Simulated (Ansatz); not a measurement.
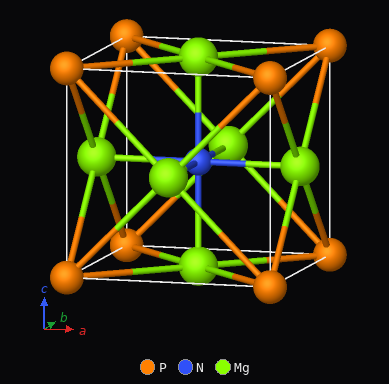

A ball-and-stick rendering, viewed slightly off an axis. The parallelepiped is the conventional unit cell.

Mg$_{3}$PN, cubic antiperovskite, space group Pm-3m (No. 221), a = 4.152 Å, b = 4.152 Å, c = 4.152 Å, α = 90.00°, β = 90.00°, γ = 90.00°. Provenance: a structure type filled with these elements by a generator (whether the compound takes this form wasn't checked). Earlier steps of the study may have refined or changed the cell and positions. It went into a calculation with Ansatz.

This one geometry was computed with Ansatz (DFT, plane waves, PAW) at six levels of theory: LC-wPBE, PBE0, HSE06, dielectric-dependent PBE0 (fraction 1/eps_inf of PBE), r2SCAN and PBE. It was relaxed beforehand with r2SCAN.

Q: Which level gives the highest pressure at this volume, and what does that say about its equilibrium volume?

A: Highest: PBE (2.2 GPa), which points to the largest equilibrium volume. Lowest, with the smallest volume: LC-wPBE (-2.1 GPa). Levels within 0.5 GPa of each other can't be told apart.

Q: How does the band gap change with the level of theory?

A: PBE: a gap of 1.76 eV, direct; r2SCAN: a gap of 2.20 eV, direct; dielectric-dependent PBE0 (fraction 1/eps_inf of PBE): a gap of 2.38 eV, direct; HSE06: a gap of 2.51 eV, direct; PBE0: a gap of 3.19 eV, direct; LC-wPBE: a gap of 6.99 eV, direct.

Q: Collect the results in a table.

A:
| level | cutoff (eV) | k-mesh of the run's cell | gap (eV) | pressure (GPa) |
| --- | --- | --- | --- | --- |
| LC-wPBE | 420 | 4×4×4 | 6.99 | -2.1 |
| PBE0 | 420 | 4×4×4 | 3.19 | -0.3 |
| HSE06 | 420 | 4×4×4 | 2.51 | -0.2 |
| dielectric-dependent PBE0 (fraction 1/eps_inf of PBE) | 420 | 4×4×4 | 2.38 | 1.1 |
| r2SCAN | 500 | 6×6×6 | 2.20 | 0.0 |
| PBE | 420 | 6×6×6 | 1.76 | 2.2 |

Gaps are taken on the k-mesh or band path of each run.
